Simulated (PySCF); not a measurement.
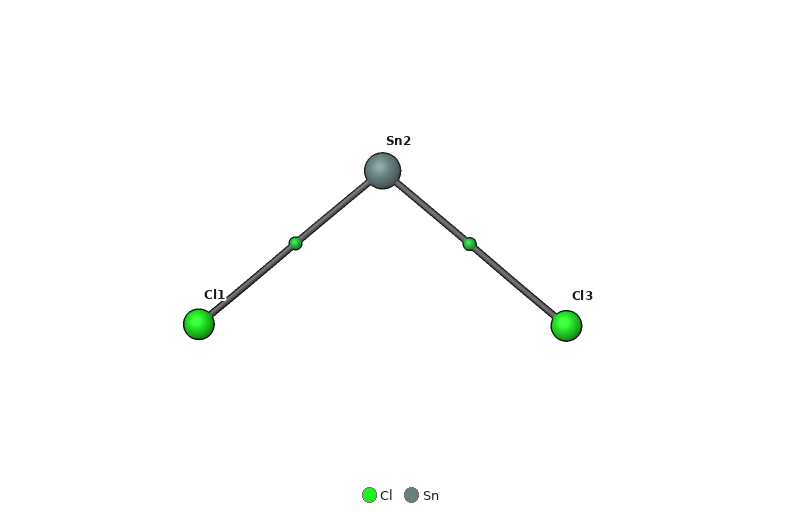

Cl2Sn, SMILES `Cl[Sn]Cl`. Molecular graph of the electron density (QTAIM): bond paths, bond critical points (green), ring points (magenta, if any); weak paths are dashed.

Level of theory: PBE0/def2-TZVP (PySCF), at a geometry from GFN2-xTB. Core potentials replace the inner electrons of Sn; spin–orbit coupling isn't included. No frequency check shows the geometry to be a minimum. GFN2-xTB bond lengths at metals and heavier atoms can be off by up to 0.1 Å and shapes distorted, which carries into these values.

Input

```python
import numpy as np
from pyscf import gto, scf, dft
from pyscf.scf import atom_ks, atom_hf
from scipy.linalg import block_diag

def solve(mol, dm0=None, hcore=None):
    mf = (dft.UKS if mol.spin else dft.RKS)(mol, xc='pbe0')
    mf.grids.level = 3
    mf = mf.density_fit(auxbasis='def2-universal-jkfit')
    mf.conv_tol, mf.max_cycle = 1e-8, 80
    if hcore is not None:
        mf.get_hcore = lambda *args: hcore
    mf.kernel(dm0)
    if not mf.converged:
        mf = mf.newton().run(mf.mo_coeff, mf.mo_occ, max_cycle=30)
    assert mf.converged, 'SCF not converged'
    return mf

mol = gto.M(atom='''
Cl     1.81450     0.91463     0.00000
Sn     0.00003    -0.62192     0.00000
Cl    -1.81460     0.91454     0.00000
''', basis='def2-tzvp', ecp={'Sn': 'def2-tzvp'}, charge=0, spin=0, verbose=4)
mf = solve(mol)
mf.analyze()
# spherically averaged free atoms, for the promolecule
atom_ks.AtomSphAverageRKS.init_guess_by_vsap = lambda self, mol=None: self.init_guess_by_minao(mol)  # core potentials
atm = atom_ks.get_atm_nrks(mol, xc='pbe0')
pro = block_diag(*[(atm[a[0]][2] * atm[a[0]][3]) @ atm[a[0]][2].T for a in mol._atom])
np.savez('result.npz', e=mf.e_tot, c=mf.mo_coeff, occ=mf.mo_occ, eps=mf.mo_energy, pro=pro, dip=mf.dip_moment(verbose=0), s2=mf.spin_square()[0])
```

Launched as:

```sh
OMP_NUM_THREADS=1 python input.py
```

The run took 9.6 s on 1 thread of Arm Neoverse V1 (shared host), peak memory 0.45 GiB.

Partitions, critical points and surface values were worked out afterwards from this run's density.

Q: How many critical points of each kind are there, and does the count close?

A: 3 nuclei, 2 bond, 0 ring and 0 cage critical points: 3 − 2 + 0 − 0 = 1, as the Poincaré–Hopf relation requires.

Q: Give the properties at the bond critical points.

A:
```tsv
bond	length (Å)	ρ (a.u.)	∇²ρ (a.u.)	ε	H (a.u.)
Cl1–Sn2 (2 alike)	2.378	0.081	+0.17	0.02	−0.025
```

Q: What kind of interaction is Cl1–Sn2?

A: Polar or intermediate (positive Laplacian, negative energy density H): ρ = 0.081, ∇²ρ = +0.17, H = −0.025 a.u.
